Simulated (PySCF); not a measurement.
# C3HN3Si: NMR shifts at several levels of theory, part 2 of 2

PySCF 2.14.0. Atoms count from 0. Earlier steps stand in the parts before.

## Step 10: Nuclear shieldings: BHandHLYP/pcSseg-2

The job: settings as JSON, then the geometry in Å.

```
{"job": {"kind": "nmr", "xc": "BHandHLYP", "basis": "pcSseg-2", "pop": false}, "charge": 0, "multiplicity": 1}
N     -0.035988     2.805098    -0.619965
C     -0.011756     1.717236    -0.221621
Si     0.040182     0.001594     0.444093
C      1.477634    -0.857638    -0.320786
N      2.391267    -1.400868    -0.782246
C     -1.494564    -0.870285    -0.081778
N     -2.464510    -1.425317    -0.388352
H      0.156876     0.013714     1.917079
```

With the program's defaults for keys left out, this is: GIAO BHandHLYP/pcSseg-2 NMR shielding, non-relativistic, gas phase.

Log:

```text
coarse grid: 8688 points
cycle   1  E = -568.4264181111  dE =  8.608e-01  |g| = 7.075e-01  |ddm| = 2.390e+00
cycle   2  E = -568.0985321889  dE =  3.279e-01  |g| = 1.438e+00  |ddm| = 1.012e+00
cycle   3  E = -568.5681176923  dE = -4.696e-01  |g| = 5.802e-02  |ddm| = 6.699e-01
cycle   4  E = -568.5690747880  dE = -9.571e-04  |g| = 2.745e-02  |ddm| = 8.639e-02
cycle   5  E = -568.5692124236  dE = -1.376e-04  |g| = 3.565e-03  |ddm| = 2.202e-02
cycle   6  E = -568.5692159818  dE = -3.558e-06  |g| = 1.439e-03  |ddm| = 4.033e-03
final grid: 83904 points
cycle   7  E = -568.5841523576  dE = -1.294e-05  |g| = 2.369e-03  |ddm| = 1.439e-02
cycle   8  E = -568.5841501697  dE =  2.188e-06  |g| = 4.105e-03  |ddm| = 2.920e-03
cycle   9  E = -568.5841537175  dE = -3.548e-06  |g| = 4.421e-04  |ddm| = 1.822e-03
cycle  10  E = -568.5841537581  dE = -4.060e-08  |g| = 1.665e-04  |ddm| = 3.743e-04
cycle  11  E = -568.5841537633  dE = -5.194e-09  |g| = 5.889e-05  |ddm| = 1.075e-04
cycle  12  E = -568.5841537639  dE = -5.721e-10  |g| = 2.661e-05  |ddm| = 3.543e-05
converged SCF energy = -568.5841537639

GIAO shielding tensors (ppm)
atom      isotropic    diamagn.    paramagn.     s11        s22        s33       span
  0 N     -130.055     327.844    -457.899   -342.624   -341.834    294.292    636.916
  1 C       61.284     265.650    -204.366    -54.431    -52.358    290.643    345.075
  2 Si     454.717     874.895    -420.179    443.672    443.989    476.490     32.818
  3 C       61.260     265.642    -204.382    -54.492    -52.368    290.640    345.132
  4 N     -130.039     327.845    -457.884   -342.670   -341.673    294.226    636.896
  5 C       61.300     265.646    -204.347    -54.368    -52.346    290.613    344.981
  6 N     -130.018     327.837    -457.855   -342.469   -342.076    294.491    636.961
  7 H       26.836      26.985      -0.150     24.524     24.546     31.436      6.912
```

Wall time 24 s (1 thread of Arm Neoverse V1, shared host); peak memory 1.1 GiB.

This run: δ C1 123.0, N0 389.8, Si2 -109.0, H7 4.61 ppm (means over like atoms).

## Step 11: Nuclear shieldings: PBE0/STO-3G

The job, as its differences from that of step 10:

```diff
@@ -1,2 +1,2 @@
-{"job": {"kind": "nmr", "xc": "BHandHLYP", "basis": "pcSseg-2", "pop": false}, "charge": 0, "multiplicity": 1}
+{"job": {"kind": "nmr", "xc": "PBE0", "basis": "STO-3G", "pop": true}, "charge": 0, "multiplicity": 1}
 N     -0.035988     2.805098    -0.619965
```

With the program's defaults for keys left out, this is: GIAO PBE0/STO-3G NMR shielding, non-relativistic, gas phase.

Log:

```text
coarse grid: 8688 points
cycle   1  E = -561.1374345094  dE =  9.970e-01  |g| = 7.801e-01  |ddm| = 4.547e+00
cycle   2  E = -560.2934900293  dE =  8.439e-01  |g| = 1.945e+00  |ddm| = 2.626e+00
cycle   3  E = -561.3076108568  dE = -1.014e+00  |g| = 6.631e-02  |ddm| = 1.935e+00
cycle   4  E = -561.3090240786  dE = -1.413e-03  |g| = 1.505e-02  |ddm| = 1.286e-01
cycle   5  E = -561.3091014310  dE = -7.735e-05  |g| = 1.639e-03  |ddm| = 2.560e-02
cycle   6  E = -561.3091021223  dE = -6.913e-07  |g| = 5.403e-04  |ddm| = 2.218e-03
final grid: 83904 points
cycle   7  E = -561.2838278367  dE = -3.979e-06  |g| = 2.911e-03  |ddm| = 1.099e-02
cycle   8  E = -561.2838174168  dE =  1.042e-05  |g| = 7.137e-03  |ddm| = 9.555e-03
cycle   9  E = -561.2838301761  dE = -1.276e-05  |g| = 4.870e-04  |ddm| = 6.466e-03
cycle  10  E = -561.2838302437  dE = -6.763e-08  |g| = 1.168e-04  |ddm| = 6.848e-04
cycle  11  E = -561.2838302463  dE = -2.585e-09  |g| = 6.180e-05  |ddm| = 1.551e-04
cycle  12  E = -561.2838302473  dE = -9.679e-10  |g| = 4.299e-06  |ddm| = 6.247e-05
converged SCF energy = -561.2838302473

GIAO shielding tensors (ppm)
atom      isotropic    diamagn.    paramagn.     s11        s22        s33       span
  0 N       24.665     320.261    -295.597   -120.939   -120.157    315.089    436.028
  1 C      143.169     265.819    -122.650     70.768     70.857    287.881    217.112
  2 Si     616.372     866.767    -250.395    615.352    615.958    617.807      2.455
  3 C      143.161     265.815    -122.655     70.764     70.849    287.869    217.104
  4 N       24.672     320.259    -295.587   -120.853   -120.207    315.076    435.929
  5 C      143.165     265.808    -122.643     70.767     70.860    287.868    217.101
  6 N       24.705     320.259    -295.554   -120.961   -120.093    315.167    436.128
  7 H       28.556      28.606      -0.050     25.416     25.443     34.808      9.392
```

Wall time 2.6 s (1 thread of Arm Neoverse V1, shared host); peak memory 0.39 GiB.

Key values: δ C1 91.5, N0 270.0, Si2 -98.8, H7 4.05 ppm (means over like atoms).

## Step 12: Nuclear shieldings: PBE0/6-31G

The job, as its differences from that of step 11:

```diff
@@ -1,2 +1,2 @@
-{"job": {"kind": "nmr", "xc": "PBE0", "basis": "STO-3G", "pop": true}, "charge": 0, "multiplicity": 1}
+{"job": {"kind": "nmr", "xc": "PBE0", "basis": "6-31G", "pop": true}, "charge": 0, "multiplicity": 1}
 N     -0.035988     2.805098    -0.619965
```

Level: GIAO PBE0/6-31G NMR shielding, non-relativistic, gas phase.

Log:

```text
coarse grid: 8688 points
cycle   1  E = -567.9792423172  dE =  9.794e-01  |g| = 6.129e-01  |ddm| = 3.399e+00
cycle   2  E = -567.4386509557  dE =  5.406e-01  |g| = 1.646e+00  |ddm| = 1.783e+00
cycle   3  E = -568.0842535433  dE = -6.456e-01  |g| = 7.041e-02  |ddm| = 1.164e+00
cycle   4  E = -568.0859599471  dE = -1.706e-03  |g| = 2.216e-02  |ddm| = 1.316e-01
cycle   5  E = -568.0860922833  dE = -1.323e-04  |g| = 2.442e-03  |ddm| = 2.614e-02
cycle   6  E = -568.0860940145  dE = -1.731e-06  |g| = 6.532e-04  |ddm| = 3.747e-03
final grid: 83904 points
cycle   7  E = -568.0214392918  dE = -1.559e-05  |g| = 3.886e-03  |ddm| = 1.476e-02
cycle   8  E = -568.0214398251  dE = -5.333e-07  |g| = 3.960e-03  |ddm| = 7.978e-03
cycle   9  E = -568.0214425151  dE = -2.690e-06  |g| = 2.480e-03  |ddm| = 4.339e-03
cycle  10  E = -568.0214438735  dE = -1.358e-06  |g| = 1.605e-04  |ddm| = 1.585e-03
cycle  11  E = -568.0214438724  dE =  1.092e-09  |g| = 1.811e-04  |ddm| = 2.074e-04
cycle  12  E = -568.0214438795  dE = -7.133e-09  |g| = 1.629e-05  |ddm| = 1.320e-04
cycle  13  E = -568.0214438796  dE = -8.754e-11  |g| = 1.680e-06  |ddm| = 2.356e-05
converged SCF energy = -568.0214438796

GIAO shielding tensors (ppm)
atom      isotropic    diamagn.    paramagn.     s11        s22        s33       span
  0 N      -81.525     328.527    -410.052   -274.402   -272.092    301.919    576.321
  1 C       87.811     267.655    -179.844    -14.371    -11.950    289.755    304.126
  2 Si     536.542     879.941    -343.400    526.911    527.314    555.400     28.489
  3 C       87.789     267.658    -179.869    -14.412    -11.966    289.744    304.157
  4 N      -81.498     328.528    -410.026   -274.459   -271.937    301.901    576.359
  5 C       87.832     267.644    -179.812    -14.324    -11.923    289.741    304.065
  6 N      -81.523     328.522    -410.045   -274.330   -272.273    302.034    576.364
  7 H       27.229      26.365       0.864     24.404     24.431     32.853      8.449
```

Run time: 5.1 s. Hardware: 1 thread of Arm Neoverse V1, shared host; peak memory 0.42 GiB.

In short: δ C1 111.7, N0 342.2, Si2 -91.8, H7 5.38 ppm (means over like atoms).

## Step 13: Side by side: NMR shifts

Shifts (ppm), means over like atoms, with basis size and wall time:

| run | C1 | H7 | N0 | Si2 | functions | time |
| --- | --- | --- | --- | --- | --- | --- |
| mPW1PW91/pcSseg-2 | 120.2 | 4.75 | 386.7 | -112.1 | 273 | 26 s |
| BP86/pcSseg-2 | 114.5 | 4.91 | 379.3 | -122.3 | 273 | 35 s |
| LC-wPBE/pcSseg-2 | 127.5 | 4.63 | 386.1 | -101.6 | 273 | 46 s |
| PBE/pcSseg-2 | 115.2 | 4.90 | 382.2 | -122.3 | 273 | 36 s |
| LDA/pcSseg-2 | 120.0 | 5.15 | 398.8 | -124.3 | 273 | 30 s |
| B97-2/pcSseg-2 | 117.4 | 4.68 | 376.4 | -112.1 | 273 | 26 s |
| HF/pcSseg-2 | 126.3 | 4.49 | 395.3 | -98.1 | 273 | 16 s |
| BHandHLYP/pcSseg-2 | 123.0 | 4.61 | 389.8 | -109.0 | 273 | 24 s |
| PBE0/STO-3G | 91.5 | 4.05 | 270.0 | -98.8 | 40 | 2.6 s |
| PBE0/6-31G | 111.7 | 5.38 | 342.2 | -91.8 | 69 | 5.1 s |

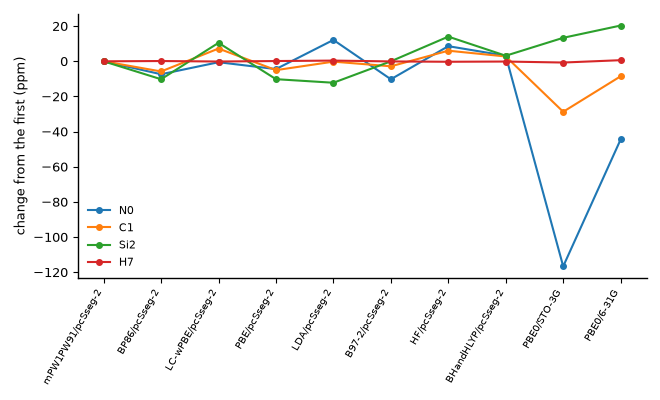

How the tabulated atoms move from run to run.

## Step 14: Outcome

The summary covers parts 1 to 2.

| quantity | value |
| --- | --- |
| point group | C3v |
| rotational constants (main isotopes) | 2.10, 2.08, 1.15 GHz |
| 13C shifts against TMS (mPW1PW91/pcSseg-2, means over atoms taken as alike) | 120.2 ppm |
| 1H shifts against TMS (mPW1PW91/pcSseg-2) | 4.75 ppm |
| 15N shifts against NH3 (mPW1PW91/pcSseg-2, means over atoms taken as alike) | 386.7 ppm |
| 29Si shifts against TMS (mPW1PW91/pcSseg-2) | -112.1 ppm |
| range of the shift of N0 | 270.0 to 398.8 ppm |
| property runs in this session | 10, of which 0 failed and 1 gave unsound results |

**Reading.** Single values in the summary come from the first run of each kind that ended normally (mPW1PW91/pcSseg-2), which need not be the best level. The optimisation took 7 steps and gained 0.313 eV; among the close pairs (by a distance rule), Si2–C3 changed most, from 1.909 to 1.841 Å. No frequency check was run at this level, so the end point may be a saddle. At mPW1PW91/pcSseg-2: The widest tensor belongs to N0, N4, N6: span 632 ppm, with a paramagnetic part of -456 ppm. In ppm, N0 (with its like atoms) moves most: its shift spreads over 128.8 ppm, from 270.0 (PBE0/STO-3G) to 398.8 (LDA/pcSseg-2). A minimal basis is unusable for shieldings, so that end is no result.
